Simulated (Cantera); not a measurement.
Feed: 1 mol Si3N4, 1.3 mol CO2, 14 mol H2, equilibrated at 6.80 bar.

Method: chemical equilibrium by Gibbs-energy minimisation in Cantera with the NASA 1993 tables (ideal gas, pure condensed phases). Candidate condensed phases: C, C6H6, C7H8, C8H18, H2O, Si, SiC, SiO2, Si2N2O, Si3N4; 151 gas species. Mutual solubility and eutectic melting of coexisting phases are not modelled. The tables hold silica as quartz up to 1696 K and as liquid above; real silica turns to tridymite and cristobalite and melts near 1996 K. Kinetics and transport are ignored.

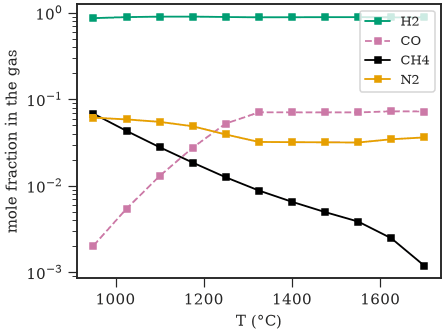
Figure. Equilibrium gas composition (values under 1e-9 drawn at 1e-9)

Problem. Read off the mole fractions at 1100 °C.

Solution. H2 about 0.90, N2 about 0.055, CH4 about 0.028, CO about 0.013.
